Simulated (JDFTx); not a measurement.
surface: Cu(100)
bulk: Cu, Fm-3m, lattice of mp-30 (not re-optimised)
slab: 4 atoms in 4 planes, 1x1, 5.4 Å between the outermost planes
in-plane cell: 2.530 × 2.530 Å, 6.40 Å²
cell height: 21.4 Å
sampling: 8×8×1 k mesh, Fermi smearing 0.01 Ha, no spin polarisation

Method: PBE, GBRV ultrasoft potentials, plane waves to 20/100 Ha, in a modified build of JDFTx. Liquid on both sides: soft-sphere model, water, 0.5 M NaF; nuclei fixed. SHE scale: U = −μ/e − 4.44 V, by convention.

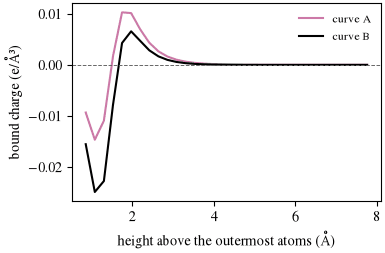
Fig. 1. Plane-averaged bound charge of the liquid for two states of the electrode

### Question
One curve is the neutral slab. Which, and what is the sign of the other's charge?

### Answer
Curve A is neutral (potential of zero charge, -0.83 V). Curve B is positively charged, 20.9 μC/cm² at -0.25 V.
